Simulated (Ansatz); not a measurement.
TiC: response to strain

Start from TiC in the rock salt structure (space group Fm-3m, No. 225; a = 4.2934 Å; relaxed with 0.1 eV smearing).

Strains are applied to the cell and any free atomic positions relax.

All numbers come from DFT with PBEsol, PAW potentials and a 420 eV plane-wave cutoff in Ansatz (a quantum-chemistry and plane-wave program), no spin-orbit coupling.

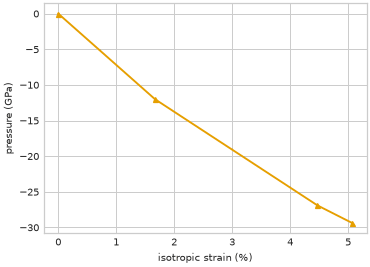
Fig. 1. Pressure against isotropic strain

### Question
From the plot, what is the pressure for isotropic strain +1.67 %?

### Answer
About -12 GPa.

### Question
Is the trend monotonic over the range shown?

### Answer
Yes, it falls throughout, spanning -29.4 GPa to 0.0 GPa.

Whether these cells are dynamically stable was not tested. The base started in Pnma and relaxed to Fm-3m at this level. All final runs are without spin polarisation.
